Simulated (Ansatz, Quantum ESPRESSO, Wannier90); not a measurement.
# Ballistic channels from Wannier functions: zigzag Cu chain, bond 2.30 Å, width 1.2 Å, part 5 of 5

How many channels does the wire offer, and does a small Wannier basis get them right? The wire: zigzag Cu chain, bond 2.30 Å, width 1.2 Å.

Quantum ESPRESSO 7.5 and Wannier90 3.1.0; plane-wave DFT, LDA, GBRV ultrasoft pseudopotentials; cross-check by Ansatz 0.2.0 with PAW datasets.

So far. Step 2 (Self-consistent run): The run needed 27 iterations to bring the estimated error under 1e-07 Ry; the largest force on any atom, held or free, is 0.67 eV/Å. Step 6 (Localisation, bands and conductance): Bands and channels are those of the Wannier model: bands that were not projected, and all outside the frozen window, are missing or only approximate.

### Step 10. Cross-check with Ansatz

A second code with its own PAW datasets, on the same atoms.

Level of this step: plane-wave DFT, LDA, Ansatz PAW (Ansatz 0.2.0).

System of this step: zigzag Cu chain, bond 2.30 Å, width 1.2 Å, 2 periods. The cell holds 4 atoms: 4 Cu. Its edges and angles: a = 9.000 Å, b = 8.000 Å, c = 7.849 Å, α = 90.0°, β = 90.0°, γ = 90.0°. Vacuum lies along a and b. The structure's axis is c.

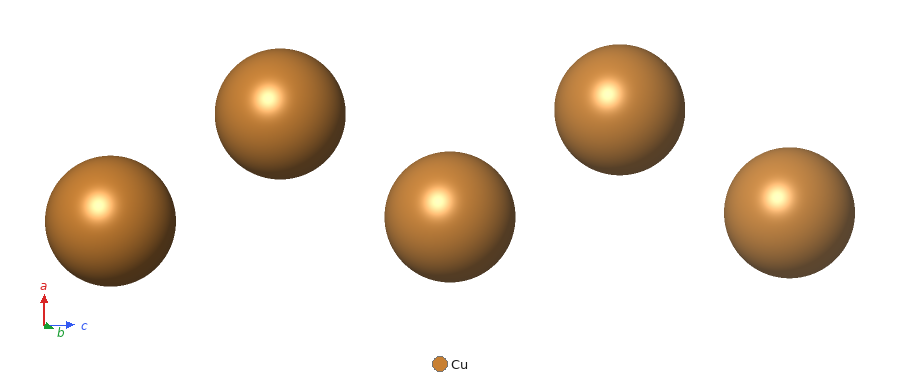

The cell of this step (copper orange). Some periodic images of atoms are drawn too.

Contents of input.yaml:

```yaml
crystal:
  lattice:
    - [9.0, 0.0, 0.0]
    - [0.0, 8.0, 0.0]
    - [0.0, 0.0, 7.8485667481]
  atoms:
    - { symbol: Cu, position: [-0.0666666667, 0.0, 0.0] }
    - { symbol: Cu, position: [0.0666666667, 0.0, 0.25] }
    - { symbol: Cu, position: [-0.0666666667, 0.0, 0.5] }
    - { symbol: Cu, position: [0.0666666667, 0.0, 0.75] }
kpoints:
  mp_grid: { grid: [1, 1, 10] }
hamiltonian:
  xc: lda
scf:
  occupations: { method: fermi_dirac, width: 0.05 }
  convergence: { dr2_threshold: 1.0e-08 }
output:
  transmission:
    leads: [[0, 0]]
    e_range: [-4.0, 2.0]
    de: 0.05
    kmesh: [1, 1]
    reduced_basis: true
```

Command:

```console
> ansatz run input.yaml --threads 2 --pin off --max-ram 4096MiB --backend cpu --events-out ev --progress --plain --runs-dir out
```

Numbers of over 12 decimals in the logs are rounded to 6 here.

What it wrote:

```text
Engine: ansatz 0.2.0, aarch64-unknown-linux-gnu
Pseudopotentials: kind: paw
Pseudopotential: Cu, paw, valence charge 19, recommended cutoff 420 eV (normal), Cu.paw.azcp
Functional definition: SPW92
  exchange = slater_x
  correlation = pw_c
Crystal: 4 atoms, lattice volume = 565.097 Å³
Basis set: ecut = 420 eV, 10975 PW (Γ)
Bands: 46, of which v1, the nominal top of the filled ones, is band 38 counted from 1 (37 counted from 0)
Symmetry: 16 space group operations
Space group: Pmma (ITA 51), of the structure as read, at distance tolerance 8.3e-5 Å
k-points: 6 of 10
Non-local potential: Cu, projectors of the file, l = 0: 3, l = 1: 2, l = 2: 3, l = 3: 1
PAW form: soft (Blöchl's): semilocal exchange-correlation on the pseudo side does not see the compensation charge
PAW frozen core: Cu, regenerated for the run's functional, and the local potential with it (the file was generated under x = pbe(κ = 0.804, μ = 0.219515), c = pbe(β = 0.066725))
PAW one-centre angular grid: Cu, 590 points (default); XC on 64 Gauss nodes
Initial density: superposition of atomic densities (neutral atoms: chi_scale 0, normalization atom), corrected by the library's trained network
Initial wavefunctions: pseudopotential atomic-orbital guess
Functional: x = slater, c = lda
SCF iter   1: F=—  HF=-26213.175618 eV  |F-HF|=—  |Δ(HF+E_count)|=         —  Δρ=7.23e-3  dr2=1.37e-1  ethr=1.77e-3  ⟨swp⟩=9.5  Hψ=1272  notcnv=0  defer=1
preconditioner: auto → LDOS  [insulator: Δε(μ)=0.428 eV  Ē_g=4.638 eV  σ=0.050 eV  W_gap=0.50  n_scr=80 (ndim 8)  ℏωp=10.4 eV  f_vac=0.769  D(μ)=2.02/eV (n_scr^D=6)  ε∞_Penn≈6.0  β→1.0]
SCF iter   2: F=—  HF=-26213.329208 eV  |F-HF|=—  |Δ(HF+E_count)|=   1.54e-1  Δρ=1.52e-2  dr2=7.06e-1  ethr=1.80e-4  ⟨swp⟩=2.3  Hψ=588  notcnv=0  defer=14  recentre
SCF iter   3: F=—  HF=-26213.150858 eV  |F-HF|=—  |Δ(HF+E_count)|=   1.78e-1  Δρ=2.28e-3  dr2=1.41e-2  ethr=1.80e-4  ⟨swp⟩=2.5  Hψ=530  notcnv=0  defer=14
SCF iter   4: F=—  HF=-26213.148768 eV  |F-HF|=—  |Δ(HF+E_count)|=   2.09e-3  Δρ=2.07e-4  dr2=3.98e-4  ethr=1.85e-5  ⟨swp⟩=2.0  Hψ=471  notcnv=0  defer=14
SCF iter   5: F=—  HF=-26213.148643 eV  |F-HF|=—  |Δ(HF+E_count)|=   1.25e-4  Δρ=5.37e-5  dr2=2.59e-5  ethr=5.23e-7  ⟨swp⟩=2.0  Hψ=389  notcnv=0  defer=14
SCF iter   6: F=—  HF=-26213.148634 eV  |F-HF|=—  |Δ(HF+E_count)|=   9.06e-6  Δρ=2.40e-5  dr2=3.02e-6  ethr=3.41e-8  ⟨swp⟩=2.0  Hψ=396  notcnv=0  defer=14
SCF iter   7: F=—  HF=-26213.148763 eV  |F-HF|=—  |Δ(HF+E_count)|=   1.28e-4  Δρ=5.29e-6  dr2=1.53e-7  ethr=3.98e-9  ⟨swp⟩=2.0  Hψ=336  notcnv=0  defer=14
SCF iter   8: F=-26213.148763 eV  HF=-26213.148763 eV  |F-HF|=1.21e-9  |Δ(HF+E_count)|=   2.86e-8  Δρ=4.38e-7  dr2=2.33e-9  ethr=1.32e-11  ⟨swp⟩=8.8  Hψ=1025  notcnv=0
SCF 1 converged in 8 iterations: F = -26213.148763 eV  dr2 = 2.33e-9
  greatest PAW one-centre occupation: 1.000 electrons in one spin orbital (limit 2), on the Cu atom at site 3 (counted from 0), in its partial waves of l = 0
transmission: 10 of 60 steps passed
transmission: 20 of 60 steps passed
[...]
transmission: 60 of 60 steps passed
SCF converged after 8 iterations
Free energy (F): -26213.148763 eV
Harris-Foulkes:  -26213.148763 eV  (|F-HF|=1.21e-9)
Internal energy: -26213.134717 eV  (E = F + TS)
E sigma→0 (E₀):  -26213.141740 eV
Entropy (-TS):   -0.014046 eV (-3.511 meV/atom)
Fermi energy:    -2.881969 eV
--- Per-component energies (eV) ---
  E_band       = -2805.425527
  E_kinetic    = 1201.520682
  E_local      = -39130.539383  (includes V_loc(G=0)·N_el)
  E_nonlocal   = 1618.600058
  E_hartree    = 17912.647512
  E_xc         = -340.081444
  E_vxc        = -440.869972  (∫ρ·V_xc dr)
  E_paw        = -6411.547188  (= ΣΔE_a)
  E_vpaw       = -1879.430435  (= ΣTr[D̂ρ^β])
  E_aug_tail   = 0.000836  (compensation charges beyond the density's cutoff)
  E_ewald      = -1065.534430
  E_core_change = 1.798640  (= ΣΔE_core)
  E_smearing   = -0.014046  (= −TS)
  E_closure    = 0.000000  (closes the sum)
  Σ components = -26213.148763   (vs F -26213.148763, Δ=0.00e0)
--- Band table (eV; the first three rows and the last of 6) ---
  k-point 0: bands = [... 34 lower, -3.8158, -3.8101, -3.6565, -2.8821, -2.8821, -1.5184, -0.4877, 0.9018, ... 4 higher]
  k-point 1: bands = [... 34 lower, -3.8115, -3.7877, -3.6591, -3.2288, -2.4307, -1.4944, -0.4561, 0.5527, ... 4 higher]
  k-point 2: bands = [... 34 lower, -3.7744, -3.7632, -3.6665, -3.4410, -1.9072, -1.4226, -0.3625, 0.1646, ... 4 higher]
  k-point 5: bands = [... 34 lower, -3.7062, -3.7062, -3.6277, -3.6277, -0.9666, -0.9666, 0.2250, 0.2250, ... 4 higher]
--- Transmission ---
  basis      : 629 plane waves across, 10 finite elements along
  points     : 1, standing for a mesh of 1 x 1
  energies   : 121 from -4.000000 to 2.000000 eV about the Fermi level, 0.050000 eV apart; the leads are filled to 0.000000 eV, and channels, transmission and decay are at 0.000000 eV
  crystal 0  : Cu4, at the sites [0, 0], period 7.8486 Å: whole cells are its period
    offset         : up to 0.0000 Å between an atom of the period and one for which it stands
    channels       : 1.000000e0 a spin
    conductance    : none, the energies end too early or step too widely for 300 K: set another output.transmission.e_range or a lower de, or, where they end at an eighth of basis.ecutwfc, a higher one
```

Elapsed: 64 s, on 2 threads of Arm Neoverse V1, shared host; peak memory 0.67 GiB; 2.1 min of CPU time.

Numbers from this step:

```
free energy                                : -26213.1488 eV
energy at zero smearing                    : -26213.1417 eV
smearing term TS                           : 0.01405 eV
Fermi energy                               : -2.882 eV
symmetry operations                        : 16
lead channels at the Fermi level, one spin : 1
```

Per spin. Open channels against energy, zero at the Fermi level:

```
energy (eV)  open channels
    -3.5000              0
    -3.2500              1
    -3.0000              1
    -2.7500              1
    -2.5000              1
    -2.2500              1
    -2.0000              1
    -1.7500              2
    -1.5000              2
    -1.2500              3
    -1.0000              3
    -0.7500              1
    -0.5000              1
    -0.2500              1
     0.0000              1
     0.2500              1
     0.5000              1
     0.7500              1
     1.0000              1
     1.2500              1
     1.5000              2
     1.7500              2
     2.0000              0
```

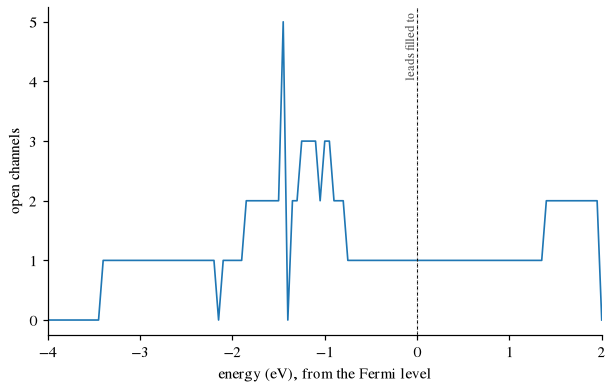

Open channels against energy.

### Step 11. By hand

1 channel × 77.48 µS = 77 µS, a two-terminal resistance of 12.906/1 = 12.91 kΩ whatever the wire's length, as long as nothing scatters.

### Step 12. Results

| Property | Result |
| --- | --- |
| open channels at the Fermi level, per spin | 1 |
| total spread | 12.1 Å² |
| gauge-invariant spread | 11.3 Å² |
| largest band misfit in the frozen window | 0.0145 eV |
| channels at the Fermi level by Ansatz | 1 |

**Reading.** The wire offers 1 channel per spin at the Fermi level. Between -4 and 1.5 eV the channel count from Wannier functions equals that from Ansatz's layer matching at 95 % of the energies; outside the frozen window the Wannier bands are not held to the plane-wave ones. Each plane-wave level in the frozen window has a Wannier level within 0.02 eV; this test doesn't see extra bands that a model may add. The wire is perfect, so the conductance only counts bands: each channel, with its partner of the other spin, carries G₀ = 2e²/h. It was run without spin polarisation, which was not tested. It is as built, with forces up to 0.7 eV/Å; relaxing the bonds would move the band edges.

[Logs are printed without paths, hosts, clocks, repeated set-up lines and the standing remarks that a program may print on its own settings, such as how far it seeks lower states.]

[Hosts, paths, dates, database ids (printed as entryN), source tags and the programs' standing remarks are cut or masked in the printed files.]

[Maps of the electrostatic potential energy from Ansatz leave out the sawtooth potential of an applied field or a dipole correction, so their vacuum need not be flat; planar profiles and work functions include it.]
